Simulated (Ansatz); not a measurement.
CH₆BClGe (SMILES B[CH2][GeH2][Cl])

```xyz
10

B    -1.5334    0.5233   -0.0649
C    -0.4554   -0.4696   -0.5185
Ge    1.2093    0.0305    0.4101
Cl    2.7060   -1.3771   -0.2553
H    -1.6911    1.5593   -0.6448
H    -2.1823    0.3113    0.9192
H    -0.6113   -1.5063   -0.2110
H    -0.1797   -0.4154   -1.5743
H     1.1073   -0.1299    1.9318
H     1.7138    1.4226    0.0108
```

Geometry: PBE0-D4/def2-TZVP.

Computed with RKS PBE0-D4/def2-TZVPP in Ansatz 0.2.0.

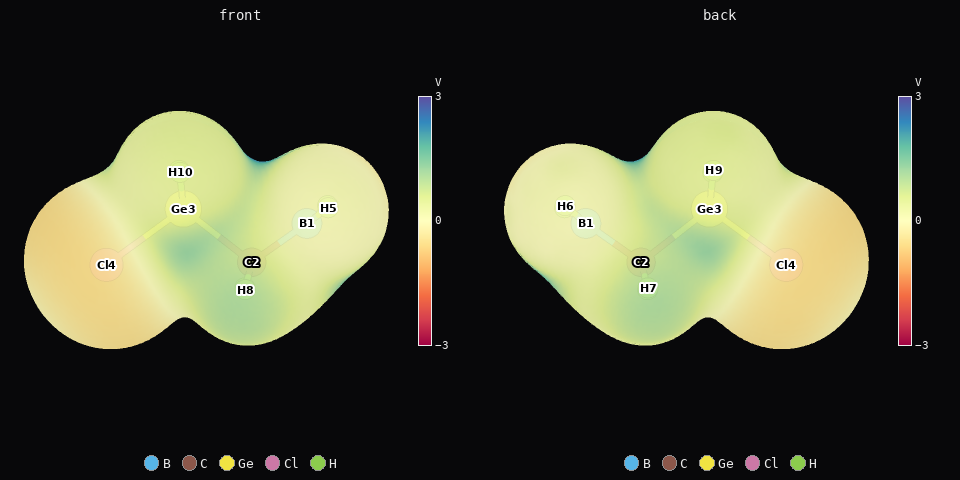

Figure 1. The molecular electrostatic potential painted on the density surface at 0.002 e/bohr³, seen from the front and from behind; the colour scale runs from red (negative) to blue (positive).

Describe the electrostatic potential map.

Answer. The most negative region (about −0.6 V) lies over Cl4, the most positive (about +2.1 V) over B1 and Ge3.

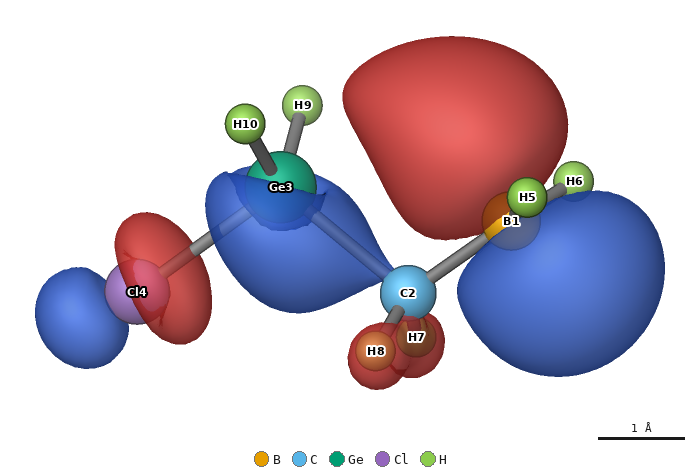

Figure 2. One frontier orbital at ±0.1 Å⁻³ᐟ² (blue and red are the two phases), seen at a tilt.

Which orbital is it: HOMO or LUMO?

Answer. The LUMO, at −1.90 eV. Its weight (Hirshfeld) is mainly on B1 (about 50 %), Ge3 (about 15 %), C2 (about 10 %) and Cl4 (about 10 %).

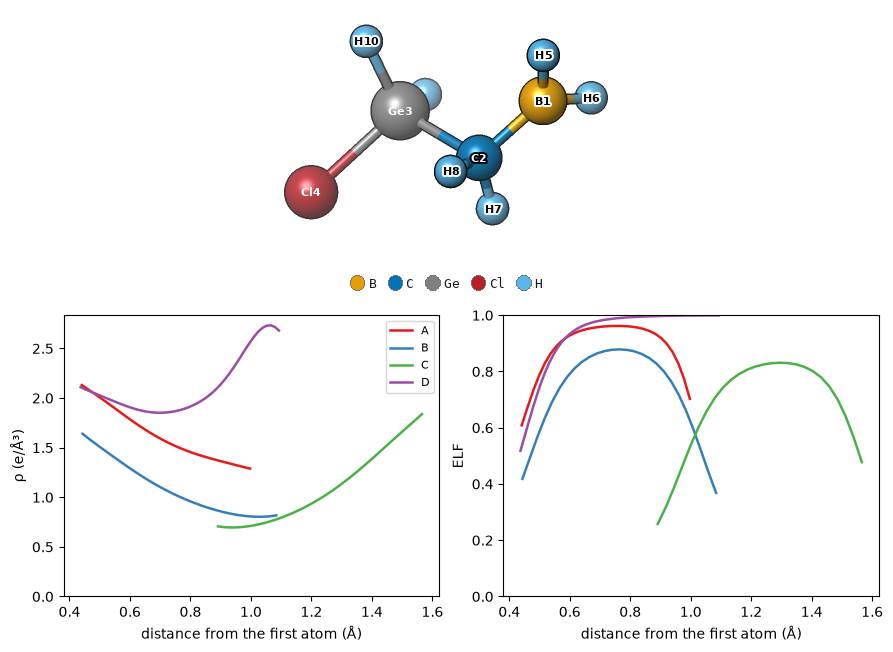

Figure 3. Total electron density and ELF along straight lines between neighbouring atoms. The curves leave out the atomic cores. The structure is drawn too.

Which curve belongs to which contact (C–B, C–Ge, C–H and Ge–Cl)? The first atom named is at distance zero.

Answer. Curve A: C–B (1.53 Å): ρ is about 1.5 e/Å³ halfway; the ELF peaks at about 0.95 between the atoms: a covalent bond. Curve B: C–Ge (1.97 Å): the density is about 0.81 e/Å³ at the midpoint; the ELF peaks at about 0.90 between the atoms; a covalent bond. Curve C: Ge–Cl (2.16 Å): ρ is about 0.77 e/Å³ halfway, with its minimum of 0.7 e/Å³ about 0.9 Å from Ge; the ELF peaks at about 0.85 in the valence shell of Cl, 0.9 Å from its nucleus, and is about 0.70 at the midpoint. Curve D: C–H (1.09 Å): the density is about 2 e/Å³ at the midpoint; the ELF climbs to about 1 towards the hydrogen, as it does in any bond to H: a covalent bond by its length.
